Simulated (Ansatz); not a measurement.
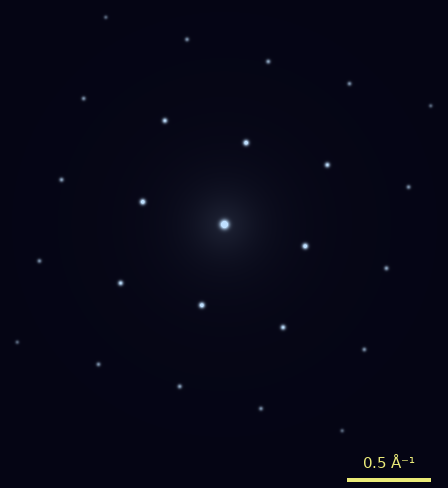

The pattern is a kinematic simulation for 200 kV electrons (no multiple scattering; isotropic B = 1 Å²).

It belongs to Pd, space group Fm-3m (No. 225), a = 3.942 Å. Structure: the input geometry of an electronic-structure calculation (not necessarily at equilibrium).

```cif
data_structure
_symmetry_space_group_name_H-M 'Fm-3m'
_symmetry_Int_Tables_number 225
_cell_length_a 3.9417
_cell_length_b 3.9417
_cell_length_c 3.9417
_cell_angle_alpha 90.000
_cell_angle_beta 90.000
_cell_angle_gamma 90.000
_cell_volume 61.24
loop_
_atom_site_label
_atom_site_type_symbol
_atom_site_symmetry_multiplicity
_atom_site_Wyckoff_symbol
_atom_site_fract_x
_atom_site_fract_y
_atom_site_fract_z
_atom_site_occupancy
Pd1 Pd 4 a 0.00000 0.00000 0.00000 1
```

**Which low-index zone axis gives this pattern?**

The spots form a square net with both shortest vectors at d = 1.97 Å, 90.0° apart. They index as 2 0 0 and 0 2 0, so the zone axis is [001] (or an equivalent direction of <001>).

**Which reflections of this zone are missing, and why?**

The lattice centring (F) removes all reflections that break h + k = 2n, h + l = 2n.

**List the strongest reflections.**

Strongest reflections with d > 0.80 Å, one of each family (|F|² from tabulated Gaussian fits of the electron scattering factors, times a small damping for the curvature of the Ewald sphere):

| hkl | d (Å) | I (strongest = 100) |
| --- | --- | --- |
| 2 0 0 | 1.971 | 100 |
| 2 2 0 | 1.394 | 46 |
| 4 0 0 | 0.985 | 15 |
| 4 2 0 | 0.881 | 10 |
